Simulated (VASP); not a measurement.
Band structure of CaF₂ (fluorite). All values below come from PBE GGA, VASP's PBE PAW potentials (set 64) (plane waves; VASP 6.6.1).

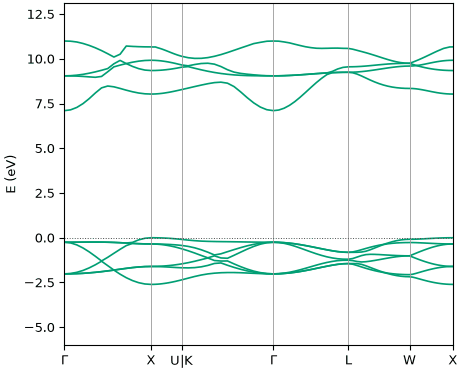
Figure: Bands along high-symmetry lines, zero at the valence-band maximum or, without a gap, the Fermi level

Problem. Read the plot: is there a gap, and where are the band edges?

Solution. The gap is indirect, 7.10 eV, from the valence maximum at X to the conduction minimum at Γ. (Edges off the drawn lines would not show.)

Measured: gap 11.80 eV (computed value off by -4.70 eV), as given by E. Cadelano et al., The European Physical Journal B (2011), arXiv:1107.5962.

The compound is CaF2 in the fluorite structure. It was relaxed first.
